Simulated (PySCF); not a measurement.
SMILES C(O)(C)C[O], doublet at its PBE0/def2-SVP optimised geometry (Å):

```
12

C      0.2668     0.9356     0.0000
C     -0.2591     0.1800     1.2048
O      0.2562     0.6613     2.4229
C      0.1327    -1.2948     1.1632
O     -0.2495    -1.9821     0.0727
H     -0.0782     1.9821     0.0000
H      1.3686     0.9356     0.0000
H     -0.0860     0.4604    -0.9275
H     -1.3686     0.2235     1.1997
H      0.0268     1.5919     2.5048
H      1.2466    -1.3755     1.2406
H     -0.2041    -1.8103     2.0928
```

Level of theory: unrestricted PBE0/def2-TZVP (PySCF). Cells within 0.4 Å of a nucleus heavier than hydrogen are left out (blank, or x).

Map of the spin density (e/bohr³), clipped to [-0.05, 0.10] on the plane z = 0.0 Å:

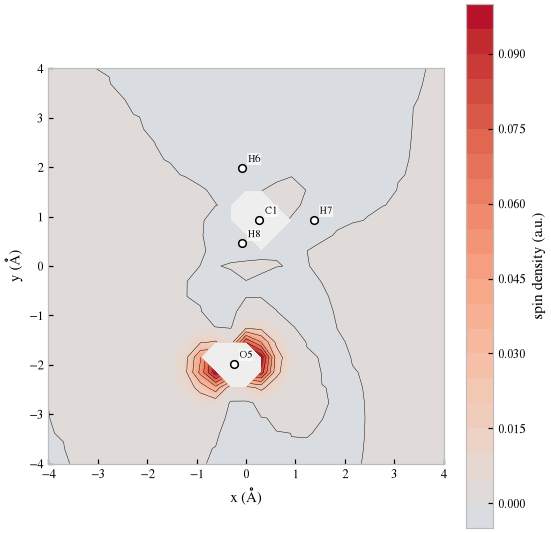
Figure: Spin density (e/bohr³), clipped to [-0.05, 0.10] on the plane z = 0.0 Å.
